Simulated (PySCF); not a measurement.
# C3H7BFO: the cost of one run

The runs use PySCF 2.14.0, with density-fitted response routines of our own; the level of theory stands in each step. All values are computed, except where a source is named. Atoms are numbered from 0 throughout.

## 1. Starting geometry

13 atoms, charge -1, multiplicity 1; geometry from: GFN2-xTB.

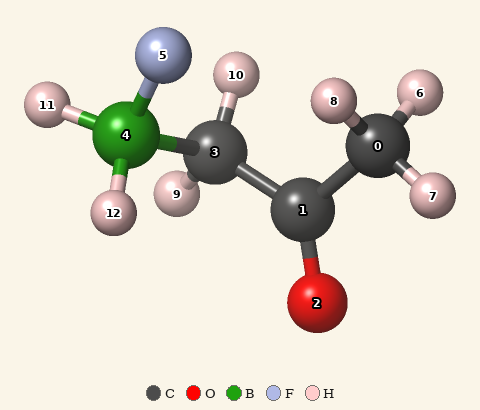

As it starts; carbon dark grey, oxygen red, boron green, fluorine light blue, hydrogen pink, atoms numbered.

## 2. Ultraviolet spectrum: CAM-B3LYP/def2-SVPD

Job settings and geometry (Å):

```
{"job": {"kind": "uv", "xc": "CAM-B3LYP", "basis": "def2-SVPD", "nstates": 8, "ntriplets": 3}, "charge": -1, "multiplicity": 1}
C      1.693552     0.162308     0.075085
C      0.587176    -0.880838     0.181377
O      0.734838    -1.860638     0.906799
C     -0.608774    -0.572654    -0.579834
B     -1.533708     0.597745     0.262933
F     -0.901793     1.872446     0.090339
H      2.131555     0.132500    -0.922861
H      2.471555    -0.026192     0.813885
H      1.259100     1.144968     0.231154
H     -1.238547    -1.450664    -0.713558
H     -0.378054    -0.113251    -1.538321
H     -2.623316     0.642768    -0.267433
H     -1.597971     0.351988     1.442708
```

Method: TDDFT CAM-B3LYP/def2-SVPD, vertical, gas phase, core orbitals frozen in the response.

On the command line:

```console
> OMP_NUM_THREADS=1 python probes_run.py task.json out
```

The driver reads the jobs from task.json and runs them one after another.

**Question.** How long does this first job take on 1 thread of Arm Neoverse N1, shared host, and how much memory does it need?

About 51 s, with a peak of 0.77 GiB.
